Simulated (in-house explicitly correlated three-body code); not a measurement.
**Two electrons around a charge of +2.04: exact states and exact Kohn–Sham parts**

Aim: the lowest states of two electrons around a charge of +2.04 to near-exact accuracy, with their sizes and correlation, then the exact Kohn–Sham parts of the ground state and the errors of common functionals.

Method: two electrons, non-relativistic, variational in exponentially correlated functions. Code: in-house explicitly correlated three-body code version 1.

### 1 The system

```
charge of the centre : +2.04
mass of the centre   : infinite
interactions         : Coulomb
basis                : 260 functions exp(−a r1 − b r2 − g r12) a state, exponent ranges optimised
units                : hartree and bohr; relativity and QED are left out
```

### 2 The run

Settings:

```ini
Z = 2.04
interaction_strength = 1.0
functions = 260
states_tried = 13
```

Command:

```console
python run_hyl.py task.json out
```

From the run's result record (rounded, not every field):

```text
status: converged
states [hartree, bohr]:
  - {"name": "1 1S", "E": -3.040388844188, "change": 6.4e-10, "T": 3.04038884, "inv_r": 1.728294956, "inv_r12": 0.9706657377, "r": 0.906795196, "r2": 1.13474121, "r12": 1.38604299, "r12_2": 2.39072928, "cos": -0.06303215, "p1p2": 0.16420744, "d1": 1.934201, "d12": 0.11565}
  - {"name": "2 3S", "E": -2.268605680036, "change": 2.9e-11, "T": 2.26860568, "inv_r": 1.179742245, "inv_r12": 0.2761370004, "r": 2.47833097, "r2": 10.7943465, "r12": 4.31698412, "r12_2": 21.6999105, "cos": -0.01572833, "p1p2": 0.0078298984, "d1": 1.402977, "d12": 0.0}
  - {"name": "2 1S", "E": -2.237804565635, "change": 1.3e-09, "T": 2.237804564, "inv_r": 1.160355751, "inv_r12": 0.2586423351, "r": 2.87895226, "r2": 15.0423883, "r12": 5.09550098, "r12_2": 30.2033399, "cos": -0.01474772, "p1p2": 0.0099821912, "d1": 1.391163, "d12": 0.0096625}
  - {"name": "2 3P", "E": -2.22483127643, "change": 5.9e-10, "T": 2.2248312763, "inv_r": 1.158432534, "inv_r12": 0.2767421879, "r": 2.57877003, "r2": 12.2322007, "r12": 4.5244609, "r12_2": 24.6782062, "cos": -0.03785026, "p1p2": -0.070972129, "d1": 1.335459, "d12": 0.0}
  - {"name": "2 1P", "E": -2.214693396965, "change": 2.6e-10, "T": 2.2146933975, "inv_r": 1.14808081, "inv_r12": 0.2547829101, "r": 2.80690563, "r2": 14.6026488, "r12": 4.94481517, "r12_2": 29.2661846, "cos": -0.004236141, "p1p2": 0.05101172, "d1": 1.352502, "d12": 0.00085568}
  - {"name": "3 3S", "E": -2.154673173637, "change": 6.9e-10, "T": 2.1546731516, "inv_r": 1.08592813, "inv_r12": 0.1212404434, "r": 5.6677463, "r2": 64.2497468, "r12": 10.636789, "r12_2": 128.554997, "cos": -0.004243591, "p1p2": 0.0020054154, "d1": 1.364226, "d12": 0.0}
  - {"name": "3 1S", "E": -2.146841740555, "change": -1.3e-11, "T": 2.146842857, "inv_r": 1.08072967, "inv_r12": 0.1156924552, "r": 6.28828305, "r2": 79.961023, "r12": 11.8722606, "r12_2": 159.978054, "cos": -0.004361667, "p1p2": 0.0027725741, "d1": 1.36208, "d12": 0.0027286}
  - {"name": "3 3P", "E": -2.143613806272, "change": 2.3e-09, "T": 2.143613829, "inv_r": 1.080294713, "inv_r12": 0.1203747941, "r": 6.08621649, "r2": 75.9526695, "r12": 11.4760921, "r12_2": 151.985745, "cos": -0.01070795, "p1p2": -0.020057346, "d1": 1.346706, "d12": 0.0}
  - {"name": "3 1P", "E": -2.140432012699, "change": 3.7e-09, "T": 2.1404320631, "inv_r": 1.0771692, "inv_r12": 0.1139862612, "r": 6.43111639, "r2": 84.9958062, "r12": 12.1556788, "r12_2": 170.029866, "cos": -0.001019993, "p1p2": 0.016064188, "d1": 1.351611, "d12": 0.00029322}
  - {"name": "4 3S", "E": -2.120128326746, "change": 9e-09, "T": 2.1201283711, "inv_r": 1.055835663, "inv_r12": 0.06755280634, "r": 10.2992202, "r2": 222.410644, "r12": 19.8823061, "r12_2": 444.853547, "cos": -0.001691736, "p1p2": 0.00078733679, "d1": 1.356273, "d12": 0.0}
  - {"name": "4 1S", "E": -2.117035197898, "change": 7e-08, "T": 2.1170260764, "inv_r": 1.053728313, "inv_r12": 0.06515024229, "r": 11.1414073, "r2": 261.503663, "r12": 21.5644941, "r12_2": 523.039016, "cos": -0.001816897, "p1p2": 0.0011331233, "d1": 1.355587, "d12": 0.001121}
  - {"name": "4 3P", "E": -2.115758234828, "change": 2.2e-08, "T": 2.1157584153, "inv_r": 1.053558638, "inv_r12": 0.06700259469, "r": 11.0362481, "r2": 258.896803, "r12": 21.3574177, "r12_2": 517.835442, "cos": -0.004407127, "p1p2": -0.0082338272, "d1": 1.349341, "d12": 0.0}
  - {"name": "4 1P", "E": -2.114399243295, "change": 2e-08, "T": 2.1143991328, "inv_r": 1.052240011, "inv_r12": 0.06434087021, "r": 11.4971478, "r2": 281.240447, "r12": 22.2750139, "r12_2": 562.505493, "cos": -0.0004027568, "p1p2": 0.0068984519, "d1": 1.351377, "d12": 0.00012956}
threshold [hartree]: -2.0808
transitions:
  - ["1 1S", "2 1P", 0.82569545, 0.5199813]
  - ["1 1S", "3 1P", 0.89995683, 0.1261859]
  - ["1 1S", "4 1P", 0.9259896, 0.04979016]
  - ["2 1S", "2 1P", 0.023111169, 23.70137]
  - ["2 1S", "3 1P", 0.097372553, 2.430387]
  - ["2 1S", "4 1P", 0.12340532, 0.6166397]
  - ["3 1S", "2 1P", -0.067851656, 3.130403]
  - ["3 1S", "3 1P", 0.0064097279, 142.3622]
  - ["3 1S", "4 1P", 0.032442497, 6.985075]
  - ["4 1S", "2 1P", -0.097658199, 0.3898047]
  - ["4 1S", "3 1P", -0.023396815, 19.22187]
  - ["4 1S", "4 1P", 0.0026359546, 474.5945]
  - ["2 3S", "2 3P", 0.043774404, 17.96118]
  - ["2 3S", "3 3P", 0.12499187, 0.8491902]
  - ["2 3S", "4 3P", 0.15284744, 0.2713958]
  - ["3 3S", "2 3P", -0.070158103, 4.308516]
  - ["3 3S", "3 3P", 0.011059367, 117.5655]
  - ["3 3S", "4 3P", 0.038914939, 2.182204]
  - ["4 3S", "2 3P", -0.10470295, 0.4455018]
  - ["4 3S", "3 3P", -0.023485479, 26.95159]
  - ["4 3S", "4 3P", 0.0043700919, 406.0555]
polarisability [au]: {"1 1S": {"alpha": 1.24921, "c6": 1.25673, "f_sum": 2.000001}, "2 3S": {"alpha": 283.7876, "c6": 2762.13, "f_sum": 2.002091}}
kohn_sham [hartree]: {"Ts": 3.00356342, "hartree": 2.09935105, "Ex": -1.04967552, "Tc": 0.0368254184, "Uc": -0.0790097866, "Ec": -0.0421843683, "norm": 1.99999996}
hartree_fock [hartree]: [-2.9982630116, -0.973716719]
```

«change» is the move of the energy from 170 to 260 functions; states that moved too far are left out. d1 and d12 are the expectation values of δ(r1) and δ(r12).

It took 42 s on 1 thread of Intel Xeon Platinum 8375C at 2.90GHz (Ice Lake), shared host.

### 3 Levels

Binding counts from the one-electron threshold at -2.080800 hartree:

```csv
state,binding (eV),excitation (eV),quantum defect,⟨r⟩,⟨r12⟩ (bohr),⟨cos θ12⟩
1 ¹S,26.1117,0,0.249,0.9068,1.386,-0.0630
2 ³S,5.11045,21.0013,0.303,2.478,4.317,-0.0157
2 ¹S,4.27231,21.8394,0.144,2.879,5.096,-0.0147
2 ³P,3.91929,22.1925,0.062,2.579,4.524,-0.0379
2 ¹P,3.64342,22.4683,-0.010,2.807,4.945,-0.0042
3 ³S,2.01019,24.1016,0.294,5.668,10.64,-0.0042
3 ¹S,1.79709,24.3147,0.138,6.288,11.87,-0.0044
3 ³P,1.70925,24.4025,0.066,6.086,11.48,-0.0107
3 ¹P,1.62267,24.4891,-0.011,6.431,12.16,-0.0010
4 ³S,1.07018,25.0416,0.292,10.30,19.88,-0.0017
4 ¹S,0.986010,25.1257,0.137,11.14,21.56,-0.0018
4 ³P,0.951262,25.1605,0.067,11.04,21.36,-0.0044
4 ¹P,0.914282,25.1975,-0.012,11.50,22.28,-0.0004
```

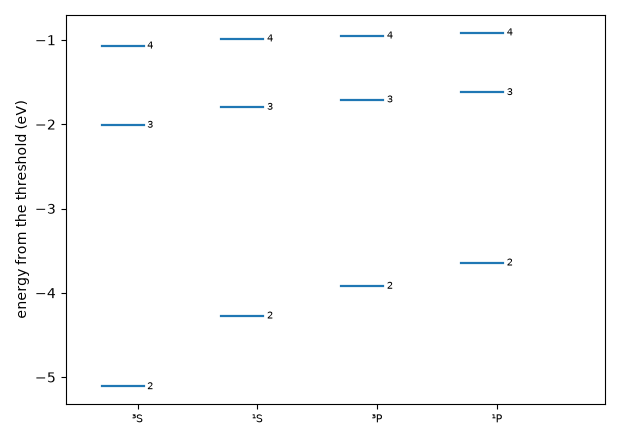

Excited levels under the threshold, term by term; numbers give n.

### 4 Electric-dipole lines

Oscillator strengths from the S state (negative where P lies lower) and rates of the upper state's decay:

```csv
S,P,E(P) − E(S) (eV),f,rate (1/s)
1 ¹S,2 ¹P,22.468,0.2862,2.090e+09
1 ¹S,3 ¹P,24.489,0.07571,6.567e+08
1 ¹S,4 ¹P,25.197,0.03074,2.823e+08
2 ¹S,2 ¹P,0.62889,0.3652,2.089e+06
2 ¹S,3 ¹P,2.6496,0.1578,1.602e+07
2 ¹S,4 ¹P,3.3580,0.05073,8.274e+06
3 ¹S,2 ¹P,-1.8463,-0.1416,2.095e+07
3 ¹S,3 ¹P,0.17442,0.6083,2.677e+05
3 ¹S,4 ¹P,0.88281,0.1511,1.703e+06
4 ¹S,2 ¹P,-2.6574,-0.02538,7.777e+06
4 ¹S,3 ¹P,-0.63666,-0.2998,5.273e+06
4 ¹S,4 ¹P,0.071728,0.8340,6.206e+04
2 ³S,2 ³P,1.1912,0.5242,1.076e+07
2 ³S,3 ³P,3.4012,0.07076,1.184e+07
2 ³S,4 ³P,4.1592,0.02765,6.920e+06
3 ³S,2 ³P,-1.9091,-0.2015,3.187e+07
3 ³S,3 ³P,0.30094,0.8668,1.135e+06
3 ³S,4 ³P,1.0589,0.05661,9.182e+05
4 ³S,2 ³P,-2.8491,-0.03110,1.095e+07
4 ³S,3 ³P,-0.63907,-0.4220,7.478e+06
4 ³S,4 ³P,0.11892,1.183,2.420e+05
```

### 5 The exact density, inverted

With two electrons in one orbital the density fixes the Kohn–Sham potential directly; exchange is minus half the Hartree term. On a radial grid:

```csv
r (bohr),4πr²n,v_x,v_c,pair density 4πr12²h,Coulomb hole
0.11,0.3773,-1.689,-0.045,0.01894,-0.0114
0.15,0.5984,-1.660,-0.036,0.03560,-0.0195
0.205,0.9003,-1.614,-0.024,0.06663,-0.0321
0.28,1.256,-1.542,-0.008,0.1221,-0.0493
0.384,1.591,-1.434,0.009,0.2167,-0.0676
0.525,1.768,-1.290,0.023,0.3562,-0.0755
0.717,1.664,-1.112,0.029,0.5203,-0.0572
0.981,1.264,-0.9119,0.024,0.6343,-0.00905
1.34,0.7304,-0.7145,0.014,0.5885,0.0359
1.83,0.2933,-0.5399,0.005,0.3692,0.0372
2.51,0.07029,-0.3976,0.001,0.1311,0.0111
```

The last two columns are read against r12, and the hole is the exact less the Kohn–Sham pair density.

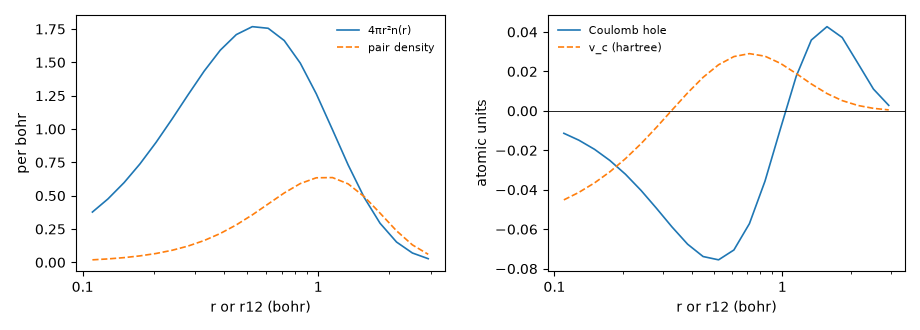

Radial density and pair density (left); Coulomb hole and correlation potential (right).

### 6 Errors of approximate functionals

Errors in millihartree. The functional-driven error is that on the exact density; the rest comes from the functional's own density. Hybrids were run self-consistently alone, so they have no split; a dash in a self-consistent column means that the top level came out unbound:

| functional | exchange | correlation | functional-driven | density-driven | total, self-consistent | top level + binding (eV) |
| --- | --- | --- | --- | --- | --- | --- |
| LDA VWN5 | +144.8 | -71.7 | +73.1 | -1.7 | +71.5 | +9.35 |
| LDA PW92 | +144.8 | -71.3 | +73.5 | -1.7 | +71.8 | +9.35 |
| PBE | +12.1 | +0.2 | +12.2 | -1.0 | +11.3 | +9.09 |
| PBEsol | +58.9 | -10.5 | +48.5 | -1.0 | +47.5 | +9.36 |
| BLYP | -0.1 | -1.8 | -1.9 | -1.3 | -3.2 | +8.93 |
| RPBE | -6.1 | +0.2 | -5.9 | -1.1 | -6.9 | +9.02 |
| PW91 | +8.8 | -3.8 | +5.0 | -1.0 | +4.0 | +8.97 |
| BP86 | -0.1 | -1.6 | -1.6 | -0.7 | -2.3 | +8.96 |
| OLYP | -0.7 | -1.8 | -2.5 | -1.4 | -3.9 | +9.03 |
| AM05 | +110.8 | -56.6 | +54.2 | -1.2 | +53.1 | +9.43 |
| TPSS | -4.8 | -0.9 | -5.7 | -0.3 | -6.0 | +8.53 |
| revTPSS | -4.2 | -4.0 | -8.2 | -0.2 | -8.4 | +8.36 |
| SCAN | -5.1 | +4.1 | -1.0 | -0.3 | -1.3 | +8.28 |
| r2SCAN | -5.1 | +4.1 | -1.0 | -0.3 | -1.3 | +8.28 |
| M06-L | -12.5 | +2.1 | -10.4 | -2.3 | -12.7 | +8.23 |
| PBE0 | – | – | – | – | +8.9 | +6.56 |
| B3LYP (VWN-RPA) | – | – | – | – | -11.4 | +6.79 |
| HSE06 | – | – | – | – | +7.5 | +6.97 |
| ωB97X | – | – | – | – | -0.7 | +3.89 |
| r2SCAN0 | – | – | – | – | +0.2 | +5.99 |

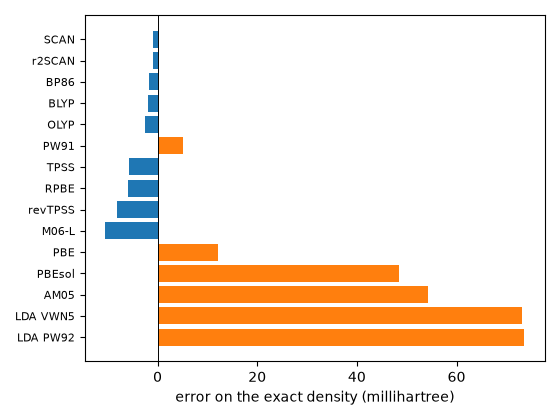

Exchange–correlation error of each functional on the exact density.

### 7 Summary of results

```
                          quantity                                value
               ground-state energy                  -3.04038884 hartree
    binding of the second electron                            26.112 eV
                  ⟨r12⟩, ⟨cos θ12⟩                  1.386 bohr, -0.0630
          resonance line 1 ¹S–2 ¹P                22.468 eV, f = 0.2862
polarisability of the ground state                         1.2492 bohr³
            Ts, Ex, Ec (Kohn–Sham)  3.00356, -1.04968, -0.04218 hartree
           exact less Hartree–Fock                     -0.04213 hartree
```

The second electron is bound by 26.11 eV, and the mean cosine of -0.063 shows the electrons leaning only slightly to opposite sides. The virial ratio −T/E is 1.0000000, where an exact Coulomb state gives 1. Exchange puts 2 ³S 0.838 eV under 2 ¹S. On the exact density SCAN errs least (-1.0 millihartree) and LDA PW92 most (+73.5). Self-consistent top levels of the semilocal functionals lie +8.2 to +9.4 eV from minus the binding energy, the exact Kohn–Sham level.
